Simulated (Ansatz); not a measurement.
# ZrNbB4 (P6/mmm): convergence test of the k-point mesh in Python

How fine a k-point mesh does ZrNbB4 (P6/mmm) need? Wanted for ZrNbB4 (P6/mmm): a convergence test of the k-point mesh.

All numbers are computed with the Python package of Ansatz 0.2.0. Level of theory: DFT PBEsol, plane waves, PAW.

### 1 Starting point

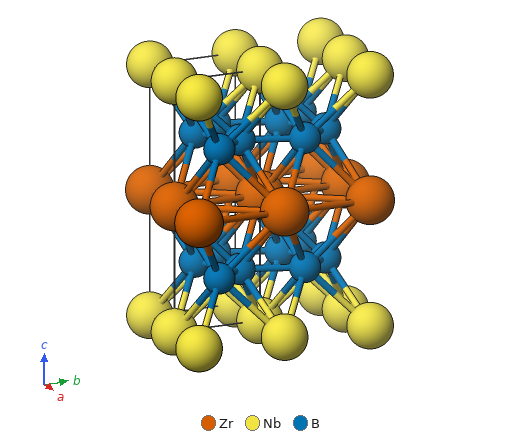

The starting structure, viewed slightly off an axis; zirconium orange, niobium yellow, boron blue. 2×2×1 cells are drawn. Atoms on cell faces are repeated.

No structure file is read: the coordinates are typed or built in the script.

### 2 The script

kconv_zrnbb4.py reads:

```python
"""k-point test for ZrNbB4."""

import csv

import ansatz as az

cell = (
    az.Lattice.from_parameters(3.138444, 3.138444, 6.885728, alpha=90, beta=90, gamma=120)
    .space_group(191)
    .atom("Zr", [0.0, 0.0, 0.5])
    .atom("Nb", [0.0, 0.0, 0.0])
    .atom("B", [1 / 3, 2 / 3, 0.757386])
)

base = (
    cell.calculation()
    .functional(az.Functional.PBESOL)
    .occupations("Fermi-Dirac")
)

rows = []
for value in [0.8, 0.6, 0.5, 0.4, 0.33]:
    summary = base.kpoints(spacing=value).run(threads=1, backend="cpu").report
    rows.append((value, summary["free_energy_ev"] / len(summary["lattice"]["sites"]), summary["n_iterations"], summary["n_kpoints"]))

with open("kconv.csv", "w", newline="") as handle:
    writer = csv.writer(handle)
    writer.writerow(["spacing (1/A)", "F/atom (eV)", "iterations", "k-points"])
    writer.writerows([round(v, 5) if isinstance(v, float) else v for v in row] for row in rows)

# differences from the last row
for row in rows[:-1]:
    shift = 1000 * (row[1] - rows[-1][1])
    print(f"{row[0]}: {shift:+.2f} meV/atom" + ("  (within 2 meV)" if abs(shift) < 2 else ""))
```

### 3 The input behind the calls

The engine receives this input (first run):

```yaml
crystal:
  lattice:
    a: 3.138444
    b: 3.138444
    c: 6.885728
    alpha: 90.0
    beta: 90.0
    gamma: 120.0
  space_group: 191
  atoms:
    - { symbol: Zr, position: [0.0, 0.0, 0.5] }
    - { symbol: Nb, position: [0.0, 0.0, 0.0] }
    - { symbol: B, position: [0.3333333333333333, 0.6666666666666666, 0.757386] }
kpoints:
  mp_grid:
    kspacing: 0.8
hamiltonian:
  xc: pbesol
scf:
  occupations:
    method: fermi_dirac
```

### 4 Launch

Command:

```bash
$ python kconv_zrnbb4.py
```

Log:

```text
DeckWarning: basis.ecutwfc = 420 eV, auto-derived from the records' recommended cutoffs: set by Zr (normal level)
0.8: +41.58 meV/atom
0.6: +22.28 meV/atom
0.5: -6.13 meV/atom
0.4: -0.46 meV/atom  (within 2 meV)
```

(Warnings from the package without file and line.)

It took 4.8 s on 1 thread of Arm Neoverse V2, shared host; peak memory 0.4 GiB.

kconv.csv, as written:

```csv
spacing (1/A),F/atom (eV),iterations,k-points
0.8,-1540.02695,6,6
0.6,-1540.04625,6,8
0.5,-1540.07465,6,10
0.4,-1540.06899,6,14
0.33,-1540.06853,6,20
```

### 5 What changed from run to run

The engine's inputs for some of the other runs:

Run 3, against run 1:

```diff
@@ -16 +16 @@
-    kspacing: 0.8
+    kspacing: 0.5
```

Run 4, against run 1:

```diff
@@ -16 +16 @@
-    kspacing: 0.8
+    kspacing: 0.4
```

Run 5, against run 1:

```diff
@@ -16 +16 @@
-    kspacing: 0.8
+    kspacing: 0.33
```

### 6 The engine's runs

One row for each of the 5 runs:

```tsv
run	k spacing	energy from run 5 (meV/atom)	SCF cycles	CPU time (s)
1	0.8	41.58	6	0.57
2	0.6	22.28	6	0.52
3	0.5	-6.13	6	0.61
4	0.4	-0.46	6	0.77
5	0.33	0.00	6	1
```

Energies are free energies F = E - TS of the smeared occupations. 

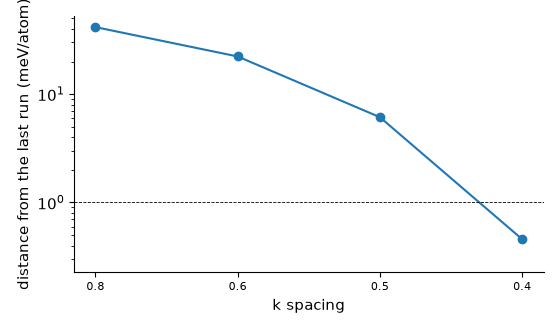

How far each run lies from the last one; the dashed line marks 1 meV/atom.

### 7 Summary of results

| quantity | value |
| --- | --- |
| runs compared | 5 |
| last run but one, from the last | -0.46 meV/atom |
| within 5 meV/atom of the last run from | 0.4 |

**Reading.** From a spacing of 0.4 (6×6×3) on it stays within 2 meV an atom of the value at a spacing of 0.33 (8×8×3); the first row (a spacing of 0.8 (3×3×2)) is off by 41.6 meV and the last but one by 0.46 meV. That rests on few rows after larger swings, so the series isn't shown to be converged. This holds for F at a smearing of 0.1 eV; a narrower one needs a denser mesh. It goes up and down, since the sum over k-points isn't variational. This cell is a computed structure, which may not be the phase found in nature. Shifts are counted from the finest mesh, which is itself no proven limit.
